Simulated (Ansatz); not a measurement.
# AlGa2H (triplet): inputs that go wrong at distance Al2–H4 = 1.662 Å

3 inputs are run for AlGa2H (triplet) as typed; the log has to tell whether the result can be used and what must change.

Program: Ansatz 0.2.0, Gaussian basis. Level of theory: the settings change from run to run. These are calculated values, not measurements.

35 further runs of the same task are left out: 4 for a mislabelled method, 3 for a known fault of the program, 20 that didn't finish, 8 set aside as unsound or not needed.

### Step 1. What is computed

The geometry derives from a PBE0/def2-TZVP stationary point (not a proven minimum). One bond is set to the value named and the two fragments are kept rigid. No spin-orbit coupling is included. The filled d shell of Ga may be among the frozen orbitals whatever the setting's name suggests; the logs give the count.

4 atoms, charge 0, spin multiplicity 3.

Atoms are counted from 1 here; the program's logs count them from 0.

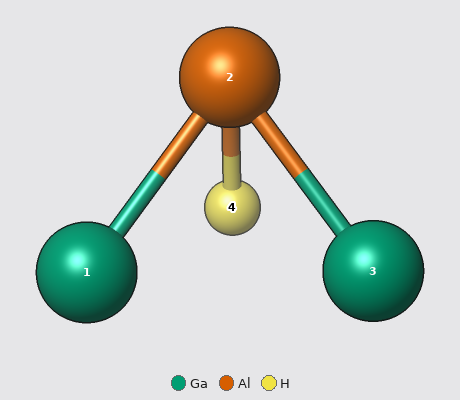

The structure; gallium teal, aluminium orange, hydrogen yellow; atoms are numbered from 1 in the order of the file.

### Step 2. Input 1

in.yaml

```yaml
crystal:
  periodic: [false, false, false]
  atoms:
    - {symbol: Ga, position_ang: [-0.003660, 0.337172, 1.508986]}
    - {symbol: Al, position_ang: [-0.021906, -1.724213, 0.000000]}
    - {symbol: Ga, position_ang: [-0.003660, 0.337172, -1.508986]}
    - {symbol: H, position_ang: [1.092816, -0.491477, 0.000000]}
basis:
  gaussian: {orbitals: def2-SVP}
magnetization: {spin_polarized: false, initial_magnetization: 2}
correlation: {method: fic_mrcisd_q, electrons: outside_noble_gas}
output: {forces: true}
```

Started as:

```bash
$ ansatz run in.yaml --threads 1 --pin off --events-out ev --progress --plain --max-ram 2393MiB
```

The program printed:

```text
Error: this correlation method needs an active space: name one as the reference
```

It took 0.06 s on 1 thread of AMD EPYC 7R43, shared host.

What is wrong: The run was refused. This method needs an active space and has none. To mend it, add an active_space block.

### Step 3. Input 2

in.yaml

```yaml
crystal:
  periodic: [false, false, false]
  atoms:
    - {symbol: Ga, position_ang: [-0.003660, 0.337172, 1.508986]}
    - {symbol: Al, position_ang: [-0.021906, -1.724213, 0.000000]}
    - {symbol: Ga, position_ang: [-0.003660, 0.337172, -1.508986]}
    - {symbol: H, position_ang: [1.092816, -0.491477, 0.000000]}
basis:
  gaussian: {orbitals: cc-pVDZ}
magnetization: {spin_polarized: false, initial_magnetization: 2}
correlation: {active_space: {window: {electrons: 4, orbitals: 4}, states: [{multiplicity: 3, weights: []}]}}
accuracy: high
```

The command is unchanged.

The program printed:

```text
Error: set 0 has no weights, but each of its states needs one positive weight
```

Wall time 0.06 s (1 thread of AMD EPYC 7R43, shared host).

What is wrong: The run was refused. The list of states asked for (weights, spin or count) can't be met. Fix: mend what the message names.

### Step 4. Input 3

in.yaml

```yaml
crystal:
  periodic: [false, false, false]
  atoms:
    - {symbol: Ga, position_ang: [-0.001937, 0.178431, 0.798555]}
    - {symbol: Al, position_ang: [-0.011593, -0.912454, 0.000000]}
    - {symbol: Ga, position_ang: [-0.001937, 0.178431, -0.798555]}
    - {symbol: H, position_ang: [0.578318, -0.260090, 0.000000]}
basis:
  gaussian: {orbitals: STO-3G, point_charges: [{charge: -0.50, position_ang: [4.890, 0.608, 0.209]}]}
magnetization: {spin_polarized: true, initial_magnetization: 2}
hamiltonian: {xc: {name: B3LYP}}
correlation: {method: bccd, electrons: outside_noble_gas}
accuracy: high
scf: {lower_state_search: full}
```

Launched as before.

The program printed:

```text
Functional definition: B3LYP
  name "B3LYP"
  cite "Stephens, Devlin, Chabalowski & Frisch, J. Phys. Chem. 98, 11623 (1994) doi:10.1021/j100096a001"
  cite "Becke, Phys. Rev. A 38, 3098 (1988) doi:10.1103/PhysRevA.38.3098"
  cite "Lee, Yang & Parr, Phys. Rev. B 37, 785 (1988) doi:10.1103/PhysRevB.37.785"
  cite "Vosko, Wilk & Nusair, Can. J. Phys. 58, 1200 (1980) doi:10.1139/p80-159"
  parameter a0 = 0.2
  parameter ax = 0.72
  parameter ac = 0.81
  exchange = (1 - a0 - ax)*slater_x + ax*b88_x + a0*exact_x
  correlation = (1 - ac)*vwn_rpa_c + ac*lyp_c
833 factors; integrals over basis functions are off by at most 3.3e-9 eV
mean field evaluation 1: about -109564.0894 eV, gradient 3.5e2 eV
mean field evaluation 2: about -109564.1099 eV, gradient 3.5e2 eV
mean field evaluation 4: about -109985.8977 eV, gradient 6.8e1 eV
mean field evaluation 8: about -110010.5471 eV, gradient 9.9e-1 eV
mean field evaluation 16: about -110010.5467 eV, gradient 9.6e-4 eV
mean field evaluation 32: about -110010.5434 eV, gradient 5.7e-1 eV
mean field evaluation 64: about -109742.8006 eV, gradient 2.4e2 eV
mean field evaluation 96: about -109914.0391 eV, gradient 1.1e2 eV
mean field evaluation 128: about -109697.1371 eV, gradient 3.3e2 eV
mean field evaluation 160: about -110010.4371 eV, gradient 3.0e0 eV
mean field evaluation 192: about -110010.5464 eV, gradient 5.0e-2 eV
mean field evaluation 224: about -110010.5467 eV, gradient 4.3e-4 eV
mean field -110010.54671344 eV, -4042.8130238920 hartree, gradient 3.1e-8 eV, S^2 2.003145; 10 other end points of the search recorded, 0 dependent functions left out
33 core orbitals not correlated, not the lowest: weight in the atoms' cores, before any rotation towards them, 0.429 or more for the frozen orbitals, at most 0.354 for the correlated occupied ones
reference -109920.64558251 eV, -4039.5092182675 hartree; 6, 4 occupied and 7, 9 virtual orbitals, 833 factors
second order -1.53073386 eV of doubles, -0.11287751 eV of singles
cycle   1  -1.89165375 eV  change   -2.5e-1 eV  update   4.7e-2
cycle   2  -1.99746334 eV  change   -1.1e-1 eV  update   2.0e-2
cycle   3  -2.00839944 eV  change   -1.1e-2 eV  update   7.7e-3
cycle   4  -2.00850019 eV  change   -1.0e-4 eV  update   3.7e-3
cycle   5  -2.00881083 eV  change   -3.1e-4 eV  update   2.2e-3
cycle   6  -2.00840536 eV  change    4.1e-4 eV  update   1.2e-3
cycle   7  -2.00836779 eV  change    3.8e-5 eV  update   5.6e-4
cycle   8  -2.00817168 eV  change    2.0e-4 eV  update   2.1e-4
cycle   9  -2.00819560 eV  change   -2.4e-5 eV  update   7.6e-5
cycle  10  -2.00818483 eV  change    1.1e-5 eV  update   2.6e-5
cycle  11  -2.00818452 eV  change    3.1e-7 eV  update   1.0e-5
cycle  12  -2.00818694 eV  change   -2.4e-6 eV  update   4.6e-6
cycle  13  -2.00818787 eV  change   -9.3e-7 eV  update   1.5e-6
cycle  14  -2.00818719 eV  change    6.9e-7 eV  update   5.6e-7
cycle  15  -2.00818706 eV  change    1.3e-7 eV  update   1.9e-7
cycle  16  -2.00818713 eV  change   -7.1e-8 eV  update   8.4e-8
cycle  17  -2.00818716 eV  change   -2.6e-8 eV  update   3.9e-8
cycle  18  -2.00818716 eV  change   -6.5e-9 eV  update   1.7e-8
cycle  19  -2.00818661 eV  change    5.5e-7 eV  update   1.5e-7
cycle  20  -2.00818647 eV  change    1.4e-7 eV  update   6.3e-8
cycle  21  -2.00818643 eV  change    4.2e-8 eV  update   2.2e-8
cycle  22  -2.00818642 eV  change    3.1e-9 eV  update   9.3e-9
cycle  23  -2.00818642 eV  change  -3.9e-11 eV  update   4.3e-9
cycle  24  -2.00818642 eV  change   2.2e-10 eV  update   2.4e-9
cycle  25  -2.00818642 eV  change   1.5e-10 eV  update   1.3e-9
cycle  26  -2.00818642 eV  change  -1.3e-10 eV  update  6.2e-10
Total energy: -109922.65376893 eV, -4039.5830177574 hartree
```

Run time: 32 s. Hardware: 1 thread of AMD EPYC 7R43, shared host; peak memory 0.32 GiB.

Diagnosis: The run converged, which proves nothing about the input. The coordinates are scaled by the bohr-ångström factor. The shortest distance is 0.88 Å, against 1.66 Å in the geometry of step 1. Its energy belongs to another geometry. To mend it, restore the coordinates in ångström.

### Step 5. Summary

```
input                    level      ended                                                               cause    time
    1  'fic_mrcisd_q'/def2-SVP    refused                      this method needs an active space and has none  0.06 s
    2      CASSCF(4,4)/cc-pVDZ    refused  the list of states asked for (weights, spin or count) can't be met  0.06 s
    3              BCCD/STO-3G  converged              the coordinates are scaled by the bohr-ångström factor    32 s
```

2 refused, 1 converged. The input that converges on a wrong geometry or spin is the dangerous one: no error points at it, so geometry and ⟨S²⟩ have to be checked.
